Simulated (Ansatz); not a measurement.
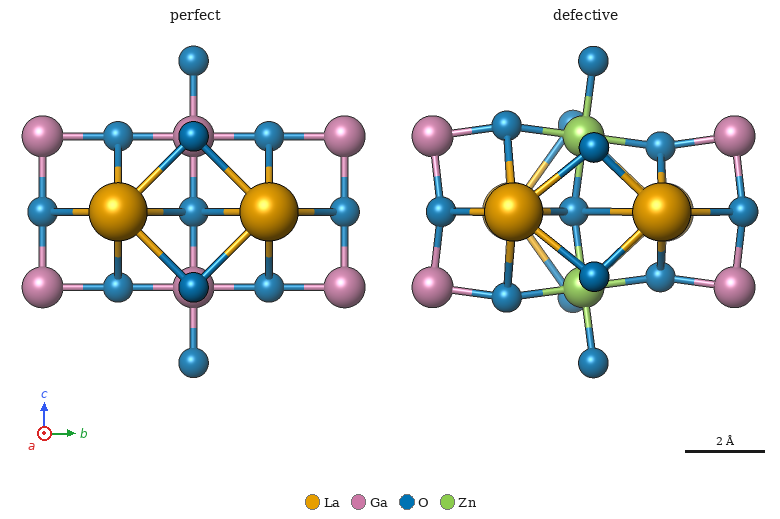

Left: perfect LaGaO3. Right: the same region with a pair of point defects, after relaxing the atoms in a supercell of 40 sites. Style: ball-and-stick. Shown: the atoms within 4.6 Å of one point, in a slice 4.2 Å thick across the line of sight, along the a axis.

Method: DFT, PBEsol, PAW, plane waves in Ansatz. (plane-wave cutoff 420 eV; k-point mesh 1 × 1 × 1; mesh shifted by (0.25, 0.25, 0.25); collinear spin) Fermi-Dirac smearing of 0.01 eV. The axes drawn are those of the host's conventional cell.

What kind of defect was made?

Answer. Two gallium atoms are replaced by zinc, the two sites 3.9 Å apart.

The charge state of the cell is 0.

How does the lattice respond?

Answer. One site: in the host the Ga atom has 6 O at 1.93 Å; the Zn atom ends with 6 O at 1.97 to 2.01 Å. The other site: in the host the Ga atom has 6 O at 1.93 Å; the Zn atom ends with 6 O at 1.95 to 2.01 Å. Of the host's atoms, an oxygen atom moves furthest from its site, by 0.41 Å. The cell ends without a net magnetic moment.

Limits of the set-up: the periodic images lie only 7.7 Å apart, so the values are limited by the cell's size.
